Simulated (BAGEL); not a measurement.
**AlH2BrO2 (SMILES [OH][Al]([OH])[Br]) at HF/STO-3G (density fitting with qzvpp-jkfit)**

What is the vertical singlet–triplet gap of AlH2BrO2 at HF/STO-3G (density fitting with qzvpp-jkfit)? 

The calculation is run with BAGEL 1.2.2.

7 further runs of the same task are left out: 2 for a known fault of the program, 5 that didn't finish. Runs told in other sessions of the task aren't counted.

## (1) The system as given

AlH2BrO2 has 6 atoms, charge 0, and is taken as a singlet. SMILES: `[OH][Al]([OH])[Br]`. Geometry: relaxed at PBE0-D4/def2-TZVP. This is one conformer, not always the lowest.

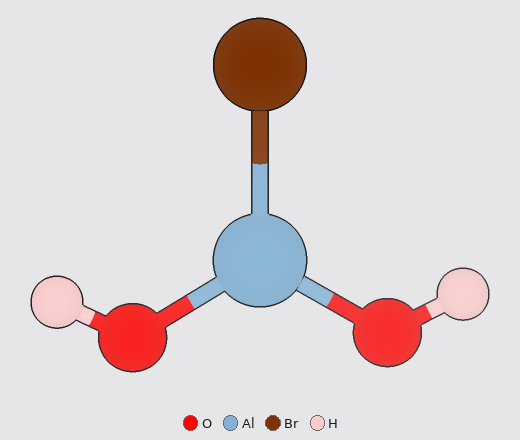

The structure, seen from a chosen angle (oxygen red, aluminium light blue, bromine brown, hydrogen pink).

## (2) A single-point energy at HF/STO-3G (density fitting with qzvpp-jkfit)

input.json

```json
{ "bagel" : [

{
  "title" : "molecule",
  "basis" : "sto-3g",
  "df_basis" : "qzvpp-jkfit",
  "angstrom" : true,
  "geometry" : [
    { "atom" : "O", "xyz" : [      -0.080200,       1.421100,      -0.824900 ] },
    { "atom" : "Al", "xyz" : [      -0.029700,      -0.053500,      -0.021600 ] },
    { "atom" : "O", "xyz" : [       1.110100,      -0.254800,       1.196000 ] },
    { "atom" : "Br", "xyz" : [      -1.450800,      -1.714400,      -0.562000 ] },
    { "atom" : "H", "xyz" : [      -0.702100,       1.604000,      -1.526900 ] },
    { "atom" : "H", "xyz" : [       1.194600,      -1.066400,       1.693300 ] }
  ]
},

{
  "title" : "hf"
},

{
  "title" : "print",
  "file" : "orbitals.molden",
  "orbitals" : true
}

]}
```

Started as:

```bash
$ BAGEL_NUM_THREADS=1 BAGEL input.json > input.out
```

Output:

```text
* using 1 threads per process

  ===============================================================
  ===============================================================

  *** Geometry ***

  { "atom" : "O", "xyz" : [     -0.151556,      2.685490,     -1.558835 ] },
  { "atom" : "Al", "xyz" : [     -0.056125,     -0.101100,     -0.040818 ] },
  { "atom" : "O", "xyz" : [      2.097785,     -0.481502,      2.260112 ] },
  { "atom" : "Br", "xyz" : [     -2.741615,     -3.239746,     -1.062026 ] },
  { "atom" : "H", "xyz" : [     -1.326777,      3.031121,     -2.885423 ] },
  { "atom" : "H", "xyz" : [      2.257467,     -2.015204,      3.199873 ] },

  Number of auxiliary basis functions:      584

  Since a DF basis is specified, we compute 2- and 3-index integrals:
    o Being stored without compression. Storage requirement is 0.007 GB

  Number of basis functions:       39
  Number of electrons      :       66

    * METHOD: MOLECULE                             0.23

  *** RHF ***

  === Nuclear Repulsion ===
   298.1296355211

      * DIIS with orbital gradients will be used.

  === RHF iteration (sto-3g) ===
      0      -2932.55278006          0.01521369           0.04
      1      -2932.66343467          0.00430196           0.04
      2      -2932.67234729          0.00065643           0.04
      3      -2932.67266671          0.00006661           0.04
      4      -2932.67267080          0.00001571           0.04
      5      -2932.67267110          0.00000461           0.04
      6      -2932.67267113          0.00000077           0.04
      7      -2932.67267113          0.00000011           0.04
      8      -2932.67267113          0.00000002           0.04
      9      -2932.67267113          0.00000000           0.04
    * SCF iteration converged.

    * Permanent dipole moment:
           (   -0.128667,    -0.149934,    -0.048685) a.u.

    * METHOD: HF                                   0.54

    * METHOD: PRINT                                0.00

  ===============================================================
```

It took 0.95 s on 1 thread of Arm Neoverse V2, shared host.

## (3) The triplet at the same level

job.json

```json
{ "bagel": [

{
  "title": "molecule",
  "basis": "sto-3g",
  "df_basis": "qzvpp-jkfit",
  "angstrom": "true",
  "geometry": [
    { "atom": "O", "xyz": [      -0.080200,       1.421100,      -0.824900 ] },
    { "atom": "Al", "xyz": [      -0.029700,      -0.053500,      -0.021600 ] },
    { "atom": "O", "xyz": [       1.110100,      -0.254800,       1.196000 ] },
    { "atom": "Br", "xyz": [      -1.450800,      -1.714400,      -0.562000 ] },
    { "atom": "H", "xyz": [      -0.702100,       1.604000,      -1.526900 ] },
    { "atom": "H", "xyz": [       1.194600,      -1.066400,       1.693300 ] }
  ]
},

{ "title": "uhf", "nopen": 2 },

{ "title": "print", "file": "orbitals.molden", "orbitals": "true" }

]}
```

Started as:

```bash
$ BAGEL_NUM_THREADS=1 BAGEL job.json > job.out
```

Output:

```text
* using 1 threads per process

  ===============================================================
  ===============================================================

  *** Geometry ***

  { "atom" : "O", "xyz" : [     -0.151556,      2.685490,     -1.558835 ] },
  { "atom" : "Al", "xyz" : [     -0.056125,     -0.101100,     -0.040818 ] },
  { "atom" : "O", "xyz" : [      2.097785,     -0.481502,      2.260112 ] },
  { "atom" : "Br", "xyz" : [     -2.741615,     -3.239746,     -1.062026 ] },
  { "atom" : "H", "xyz" : [     -1.326777,      3.031121,     -2.885423 ] },
  { "atom" : "H", "xyz" : [      2.257467,     -2.015204,      3.199873 ] },

  Number of auxiliary basis functions:      584

  Since a DF basis is specified, we compute 2- and 3-index integrals:
    o Being stored without compression. Storage requirement is 0.007 GB

  Number of basis functions:       39
  Number of electrons      :       66

    * METHOD: MOLECULE                             0.23

  *** Open-shell HF ***

  === Nuclear Repulsion ===
   298.1296355211

      * DIIS with orbital gradients will be used.

  === UHF iteration (sto-3g) ===
      0      -2932.29154148          0.01705924           0.08
      1      -2932.34900572          0.00321110           0.08
      2      -2932.35403134          0.00116549           0.08
      3      -2932.35521907          0.00053437           0.08
      4      -2932.35565954          0.00020330           0.08
      5      -2932.35573552          0.00003003           0.08
      6      -2932.35573741          0.00002308           0.08
      7      -2932.35573769          0.00002346           0.08
      8      -2932.35573760          0.00002126           0.08
      9      -2932.35573724          0.00000957           0.08
     10      -2932.35573728          0.00000185           0.08
     11      -2932.35573729          0.00000061           0.08
     12      -2932.35573729          0.00000042           0.08
     13      -2932.35573729          0.00000035           0.08
     14      -2932.35573729          0.00000034           0.08
     15      -2932.35573729          0.00000034           0.08
     16      -2932.35573729          0.00000034           0.08
     17      -2932.35573729          0.00000033           0.08
     18      -2932.35573729          0.00000031           0.08
     19      -2932.35573729          0.00000027           0.08
     20      -2932.35573729          0.00000026           0.08
     21      -2932.35573729          0.00000025           0.08
     22      -2932.35573729          0.00000027           0.08
     23      -2932.35573729          0.00000019           0.08
     24      -2932.35573729          0.00000011           0.08
     25      -2932.35573729          0.00000003           0.08
     26      -2932.35573729          0.00000002           0.08
     27      -2932.35573729          0.00000001           0.08
    * SCF iteration converged.

    * S^2 (UHF) is 2.0769

    * Permanent dipole moment:
           (   -1.046596,    -1.222501,    -0.397355) a.u.

    * METHOD: UHF                                  2.40

    * METHOD: PRINT                                0.00

  ===============================================================
```

Run time: 2.8 s. Hardware: 1 thread of Arm Neoverse V2, shared host.

## (4) Outcome

Level: HF/STO-3G (density fitting with qzvpp-jkfit).

```
                                        quantity           value
                           singlet: total energy  -2932.67267 Eh
                          singlet: dipole moment          0.52 D
                            singlet: HOMO energy        -8.06 eV
                            singlet: LUMO energy         9.17 eV
                          singlet: HOMO–LUMO gap        17.22 eV
                           triplet: total energy  -2932.35574 Eh
                          triplet: dipole moment          4.21 D
                                   triplet: ⟨S²⟩           2.077
vertical energy of the triplet above the singlet        8.624 eV
```

At this shape the triplet lies 8.62 eV (832 kJ/mol) above the singlet. In a minimal basis such a difference can be off by several eV, whatever the method.
